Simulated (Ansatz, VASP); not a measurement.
# C (Graphite) in two plane-wave programs

One calculation is typed for both programs; each brings its own data sets and cutoff. How far apart do they land?

Program: Ansatz 0.2.0. Level of theory: plane waves, with VASP 6.6.1 beside it; band structure at HSE06. Results are calculated unless marked as measured.

## (1) Set-up

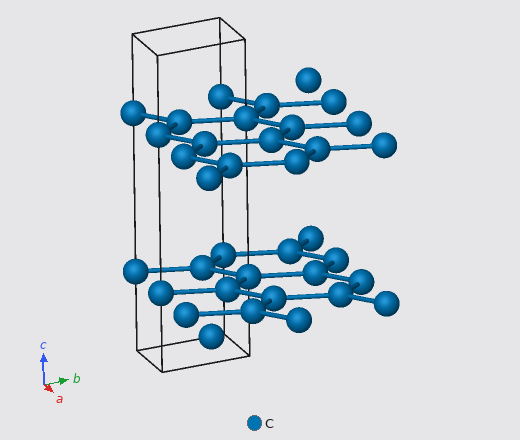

The starting structure, seen slightly off an axis (carbon blue). 3×2×1 cells are drawn. Bonds to atoms that aren't drawn are left out. Some periodic images of atoms are drawn too.

## (2) Ansatz: band structure, HSE06

Ansatz runs on its default PAW (the set named soft_2) files.

The same path points are solved in both programs, so levels can be compared one by one.

Input file input.yaml:

```yaml
crystal:
  lattice:
    - [2.464, 0.0, 0.0]
    - [-1.232, 2.1338865949, 0.0]
    - [0.0, 0.0, 6.711]
  atoms:
    - { symbol: C, position: [0.6666666667, 0.3333333333, 0.75] }
    - { symbol: C, position: [0.3333333333, 0.6666666667, 0.25] }
    - { symbol: C, position: [0.0, 0.0, 0.75] }
    - { symbol: C, position: [0.0, 0.0, 0.25] }
hamiltonian:
  xc: { exchange: pbe, correlation: pbe, exx: { coeff: 0.25, omega: 0.2 } }
  pseudopotentials: { kind: paw }
kpoints:
  mp_grid: { grid: [7, 7, 2] }
  band_path:
    path:
      - [0.0, 0.0, 0.0]
      - [0.44444, 0.0, 0.0]
      - [0.38889, 0.22222, 0.0]
      - [0.18519, 0.18519, 0.0]
      - [0.0, 0.0, 0.11111]
      - [0.0, 0.0, 0.5]
      - [0.44444, 0.0, 0.5]
      - [0.38889, 0.22222, 0.5]
      - [0.18519, 0.18519, 0.5]
      - [0.5, 0.0, 0.38889]
      - [0.33333, 0.33333, 0.0]
      - [0.33333, 0.33333, 0.5]
    npoints: 1
scf:
  occupations: { method: gaussian, width: 0.03 }
  n_extra_bands: 8
output:
  forces: true
  stress: true
  eigenvalues: true
  write_density: true
  write_potential: true
  elf: true
  volumetric_format: npy
```

The run is started by

```sh
$ ansatz run input.yaml --threads 4 --pin off --max-ram 9216MiB --backend cpu --events-out ev --progress --plain --runs-dir out
```

Numbers of over 12 decimals in the logs are rounded to 6 here.

Log:

```text
Warning: output.stress: scf.convergence.dr2_threshold = 1e-7 eV (the SCF's general default) is looser than the 4e-10 eV advised for a printed stress (1e-10 eV for each atom of the cell: 4). What an SCF threshold leaves in a stress goes as its square root, and in the free energy as the threshold itself, and one threshold admits the most on a small cell: [figures from the program's tests cut] Set scf.convergence.dr2_threshold to 4e-10 eV or tighter. The threshold is an SCF's pass mark: one that does not reach it within its budget of iterations ends unconverged, or closes short of it on a stop that the run arms, and scf.convergence.dr2_threshold's page says what that costs each kind of run
Warning: output.stress: scf.exx.energy_threshold = 1e-6 eV is looser than the 4e-8 eV advised for a stress under a hybrid functional (1e-8 eV for each atom of the cell: 4). Every SCF of the exchange loop can meet its threshold on dr2 while the loop round them stops early: no threshold on dr2 bounds what that leaves in the stress. Set scf.exx.energy_threshold to 4e-8 eV or tighter. The threshold is the loop's pass mark: a loop that does not reach it within its budget of cycles ends unconverged, and scf.exx.energy_threshold's page has the law
scf.n_extra_bands = 8 over 8 filled bands (N_el = 16.0): the run solves 16 bands
Engine: ansatz 0.2.0, aarch64-unknown-linux-gnu
Pseudopotentials: kind: paw
Pseudopotential: C, paw, valence charge 4, recommended cutoff 420 eV (normal), C.paw.azcp
Functional definition: unnamed
  parameter a_1 = 0.25
  parameter omega_1 = 0.2/angstrom
  exchange = pbe_x + (-a_1)*pbe_x_sr(omega_1) + a_1*exact_x_sr(omega_1)
  correlation = pbe_c
Crystal: 4 atoms, lattice volume = 35.286 Å³
Basis set: ecut = 420 eV, 665 PW (Γ), exchange–correlation on 36×36×90 points (8 copies of the dense FFT grid, shifted against one another)
Bands: 16, of which v1, the nominal top of the filled ones, is band 8 counted from 1 (7 counted from 0)
Symmetry: 24 space group operations
Space group: P63/mmc (ITA 194), of the structure as read, at distance tolerance 3.3e-5 Å
k-points: 16 of 98
Non-local potential: C, projectors of the file, l = 0: 2, l = 1: 2, l = 2: 1
PAW form: soft (Blöchl's): semilocal exchange-correlation on the pseudo side does not see the compensation charge
PAW frozen core: C, regenerated for the run's functional, and the local potential with it (the file was generated under x = pbe(κ = 0.804, μ = 0.219515), c = pbe(β = 0.066725))
PAW one-centre angular grid: C, 110 points (default); XC on 64 Gauss nodes
Initial density: superposition of atomic densities (neutral atoms: chi_scale 0, normalization atom), corrected by the library's trained network
Initial wavefunctions: pseudopotential atomic-orbital guess
Functional: x = pbe(κ = 0.804, μ = 0.219515), c = pbe(β = 0.066725), warm-up for x = pbe(κ = 0.804, μ = 0.219515) + 0.25 (exact − pbe) at short range (hse, ω = 0.2 Å⁻¹), c = pbe(β = 0.066725)
SCF iter   1: F=—  HF=-1003.733145 eV  |F-HF|=—  |Δ(HF+E_count)|=         —  Δρ=2.56e-3  dr2=1.88e-3  ethr=1.77e-3  ⟨swp⟩=7.2  Hψ=1207  notcnv=0
preconditioner: auto → none  [insulator: Δε(μ)=2.100 eV  Ē_g=18.451 eV  σ=0.030 eV  W_gap=1.00  n_scr=4 (ndim 8)  ℏωp=25.0 eV  f_vac=0.001  D(μ)=0.00/eV (n_scr^D=0)]
SCF iter   2: F=-1003.733505 eV  HF=-1003.733383 eV  |F-HF|=1.22e-4  |Δ(HF+E_count)|=   2.38e-4  Δρ=1.15e-3  dr2=3.22e-4  ethr=1.17e-5  ⟨swp⟩=2.8  Hψ=510  notcnv=0  defer=3
SCF 1 stopped early in 2 iterations: F = -1003.733505 eV  dr2 = 3.22e-4
  greatest PAW one-centre occupation: 0.673 electrons in one spin orbital (limit 2), on the C atom at site 3 (counted from 0), in its partial waves of l = 0
Initial density: handed on by an earlier stage of this run
Initial wavefunctions: those handed on with the density
Functional: x = pbe(κ = 0.804, μ = 0.219515) + 0.25 (exact − pbe) at short range (hse, ω = 0.2 Å⁻¹), c = pbe(β = 0.066725)
Exchange kernel: α = 0.2500, screened, ω = 0.2000 Å⁻¹, Wigner–Seitz truncation, v(0) = 1104.7154 eV·Å³, q-mesh 7×7×2, nearest image of the exchange supercell L = 13.42 Å, pair-density grid 15×15×32, without the augmentation charges, whose exchange is taken in its separable form by FFT convolution over the k-point mesh (sized by the pseudopotential files, 15×15×45 at the most), smooth part of the exact exchange by density-matrix convolution
Frozen-core exchange: fock
SCF iter   1: F=—  HF=-1003.766245 eV  |F-HF|=—  |Δ(HF+E_count)|=         —  Δρ=8.37e-3  dr2=1.12e-2  ethr=2.01e-5  ⟨swp⟩=5.7  Hψ=1109  notcnv=0
preconditioner: auto → none  [insulator: Δε(μ)=2.581 eV  Ē_g=20.728 eV  σ=0.030 eV  W_gap=1.00  n_scr=4 (ndim 8)  ℏωp=25.0 eV  f_vac=0.000  D(μ)=0.00/eV (n_scr^D=0)]
SCF iter   2: F=—  HF=-1003.762105 eV  |F-HF|=—  |Δ(HF+E_count)|=   4.14e-3  Δρ=3.44e-3  dr2=1.49e-3  ethr=2.01e-5  ⟨swp⟩=3.1  Hψ=607  notcnv=0
iter 3 solved again at ethr=8.16e-7 eV; its pass at ethr=8.34e-6 eV (dr2=1.31e-4 eV) is discarded
SCF iter   3: F=—  HF=-1003.764832 eV  |F-HF|=—  |Δ(HF+E_count)|=   2.73e-3  Δρ=9.79e-4  dr2=1.34e-4  ethr=8.16e-7  ⟨swp⟩=2.0  Hψ=861  notcnv=0
SCF iter   4: F=—  HF=-1003.764784 eV  |F-HF|=—  |Δ(HF+E_count)|=   4.88e-5  Δρ=1.63e-4  dr2=6.75e-6  ethr=8.15e-7  ⟨swp⟩=2.2  Hψ=389  notcnv=0
SCF iter   5: F=-1003.764803 eV  HF=-1003.764805 eV  |F-HF|=1.18e-6  |Δ(HF+E_count)|=   2.10e-5  Δρ=1.09e-4  dr2=2.03e-6  ethr=3.10e-8  ⟨swp⟩=3.2  Hψ=591  notcnv=0
SCF 2 stopped early in 5 iterations: F = -1003.764803 eV  dr2 = 2.03e-6
  greatest PAW one-centre occupation: 0.676 electrons in one spin orbital (limit 2), on the C atom at site 3 (counted from 0), in its partial waves of l = 0
hybrid outer 1: dexx = +3.624e-3 eV, tail = 2.17e-5 eV
Exchange kernel: α = 0.2500, screened, ω = 0.2000 Å⁻¹, Wigner–Seitz truncation, v(0) = 1104.7154 eV·Å³, q-mesh 7×7×2, nearest image of the exchange supercell L = 13.42 Å, pair-density grid 15×15×32, without the augmentation charges, whose exchange is taken in its separable form by FFT convolution over the k-point mesh (sized by the pseudopotential files, 15×15×45 at the most), smooth part of the exact exchange by density-matrix convolution
Frozen-core exchange: fock
SCF iter   1: F=—  HF=-1003.764953 eV  |F-HF|=—  |Δ(HF+E_count)|=         —  Δρ=8.32e-5  dr2=1.36e-6  ethr=6.77e-7  ⟨swp⟩=4.0  Hψ=637  notcnv=0
preconditioner: auto → none  [insulator: Δε(μ)=2.586 eV  Ē_g=20.753 eV  σ=0.030 eV  W_gap=1.00  n_scr=4 (ndim 8)  ℏωp=25.0 eV  f_vac=0.000  D(μ)=0.00/eV (n_scr^D=0)]
SCF iter   2: F=—  HF=-1003.764952 eV  |F-HF|=—  |Δ(HF+E_count)|=   3.69e-7  Δρ=1.94e-5  dr2=6.97e-8  ethr=8.27e-9  ⟨swp⟩=3.0  Hψ=493  notcnv=0
SCF iter   3: F=—  HF=-1003.764952 eV  |F-HF|=—  |Δ(HF+E_count)|=   1.72e-7  Δρ=7.90e-6  dr2=1.51e-8  ethr=2.20e-10  ⟨swp⟩=3.5  Hψ=567  notcnv=0  defer=1
SCF iter   4: F=-1003.764952 eV  HF=-1003.764952 eV  |F-HF|=3.87e-12  |Δ(HF+E_count)|=   2.64e-9  Δρ=1.96e-6  dr2=1.72e-9  ethr=6.90e-11  ⟨swp⟩=2.9  Hψ=503  notcnv=0  defer=1
SCF 3 converged in 4 iterations: F = -1003.764952 eV  dr2 = 1.72e-9
  Residual-converged pass: ⟨swp⟩=2.9  Hψ=428  notcnv=0  max |occ|·‖R‖ = 2.3e-6 eV (tolerance 2.4e-6 eV)  dr2=1.75e-9  dr2_onsite=2.71e-11  max |Δocc| = 0.0e0
hybrid outer 2: dexx = +2.817e-7 eV, tail = 1.05e-8 eV, Δε = 2.12e-3 eV (about 5.58e-5 eV left of the loop's levels)
NSCF: frozen V_eff on 12 k-points
hybrid SCF converged: 2 outer / 9 inner (+2 warm-up), last move |dexx| = 2.82e-7 eV, tail = 1.05e-8 eV
Stability not checked: this state was not tested for a lower state beside it, because the functional holds exact exchange (a hybrid, or Hartree-Fock), whose exchange loop this test does not read (fock_operator; see scf.lower_state_search)
Free energy (F): -1003.764952 eV
Frozen-core exchange: fock
Harris-Foulkes:  -1003.764952 eV  (|F-HF|=3.87e-12)
Internal energy: -1003.764952 eV  (E = F + TS)
E sigma→0 (E₀):  -1003.764952 eV
Fermi energy:    7.108855 eV
--- Per-component energies (eV) ---
  E_band       = -58.394799
  E_kinetic    = 362.500770
  E_local      = -607.047692  (includes V_loc(G=0)·N_el)
  E_nonlocal   = 107.187652
  E_hartree    = 183.179764
  E_xc         = -155.147899
  E_vxc        = -190.251715  (∫ρ·V_xc dr)
  E_exx        = -36.171839  (= α·E_x^exact, valence–valence)
  E_paw        = -397.708305  (= ΣΔE_a)
  E_vpaw       = -24.799546  (= ΣTr[D̂ρ^β])
  E_aug_tail   = 0.000029  (compensation charges beyond the density's cutoff)
  E_ewald      = -460.488518
  E_core_change = -0.068914  (= ΣΔE_core)
  E_smearing   = -0.000000  (= −TS)
  E_closure    = -0.000000  (closes the sum)
  Σ components = -1003.764952   (vs F -1003.764952, Δ=0.00e0)
--- Forces (eV/Å), atoms counted from 1 ---
  atom   1  C      0.00000000     0.00000000     0.00000000
  atom   2  C      0.00000000    -0.00000000    -0.00000000
  atom   3  C      0.00000000    -0.00000000     0.00000000
  atom   4  C      0.00000000     0.00000000    -0.00000000
  max |Σ_I F_I| component: 1.85e-16 eV/Å
--- Stress (GPa, compression-positive) ---
       -8.138147      -0.000000       0.000000
       -0.000000      -8.138147      -0.000000
        0.000000      -0.000000       3.425589
  P = ⅓ Tr σ = -4.2836 GPa (-42.836 kbar)
--- Band table (eV; the first three rows and the last of 16) ---
  k-point 0: bands = [... 4 lower, 2.9439, 2.9439, 2.9636, 2.9636, 11.5886, 16.2275, 16.2275, 16.2848, ... 4 higher]
  k-point 1: bands = [... 4 lower, 2.9535, 2.9535, 2.9535, 2.9535, 14.3958, 14.3958, 16.2549, 16.2549, ... 4 higher]
  k-point 2: bands = [... 4 lower, 1.0206, 1.0788, 1.9862, 2.0263, 12.1969, 16.1856, 16.3478, 18.0858, ... 4 higher]
  k-point 15: bands = [... 4 lower, -4.4357, -4.4357, 5.1332, 5.1332, 8.7614, 8.7614, 17.9717, 17.9717, ... 4 higher]
```

It took 12 s on 4 threads of Arm Neoverse V2, shared host; peak memory 0.5 GiB.

In the SCF lines HF is the Harris–Foulkes energy and dr2 the Hartree energy of the density residual, in eV; the loop may stop once dr2 is under the threshold and the program's other checks hold. Hψ counts applications of the Hamiltonian.

(Continued in part 2 of 2.)

[Lines on the potential files, build, host, timing and source positions are cut from VASP's logs without a mark.]

[Logs are printed without paths, hosts, clocks, repeated set-up lines and the standing remarks that a program may print on its own settings, such as how far it seeks lower states.]

[Hosts, paths, dates, database ids (printed as entryN), source tags and the programs' standing remarks are cut or masked in the printed files.]
